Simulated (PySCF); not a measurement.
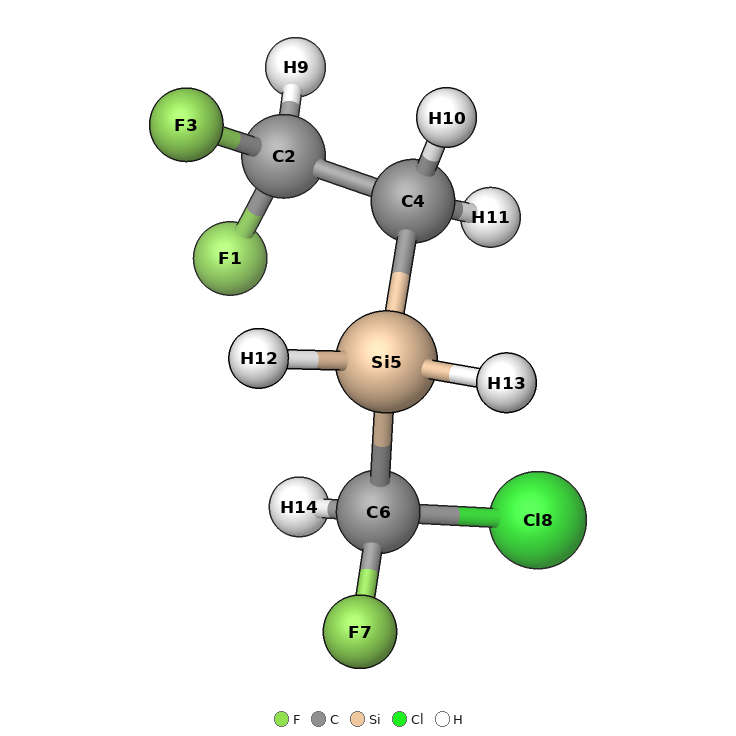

The computed structure is the end point of a GFN2-xTB optimisation. No frequency run is at hand to confirm it as a minimum. Electric field gradients from the ground-state density, PBE0/pcSseg-1 (PySCF 2.14.0), non-relativistic apart from any core potentials.

Give the largest field-gradient component, the quadrupole coupling constant and the asymmetry for 35Cl at Cl8 (Q = −81.7 mb).

```tsv
atom	V_zz (a.u.)	e²qQ/h (MHz)	η
Cl8	3.736	−71.7	0.10
```

The geometry is semi-empirical. Around Si such bond lengths and angles can be off by a tenth of an ångström or more and by several degrees, and values that hang on the shape move with them.
